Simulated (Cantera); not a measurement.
Feed: 1 mol Al, 0.01 mol CO2, a varied amount of N2, held at 1700 K and 19.0 Pa.

Method: chemical equilibrium by Gibbs-energy minimisation in Cantera with the NASA 1993 tables (ideal gas, pure condensed phases). Candidate condensed phases: Al, AlN, Al2O3, C; 32 gas species. Mutual solubility and eutectic melting of coexisting phases are not modelled. Kinetics and transport are ignored.

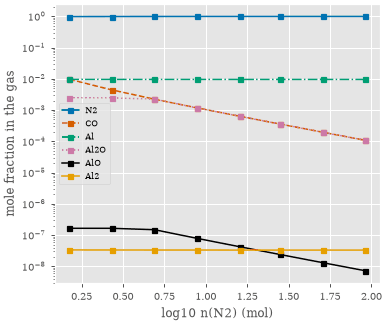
Figure. Equilibrium gas composition (values under 1e-9 drawn at 1e-9)

From 1.5 mol N2 to 2.7 mol N2 the condensed part is AlN(s) + Al2O3(s). From 4.9 mol N2 to 92 mol N2 the condensed part is AlN(s). The main Al-bearing gas is Al throughout. The share of Al in condensed phases is highest at 1.5 mol N2 (98.5 %) and lowest at 92 mol N2 (9.3 %).
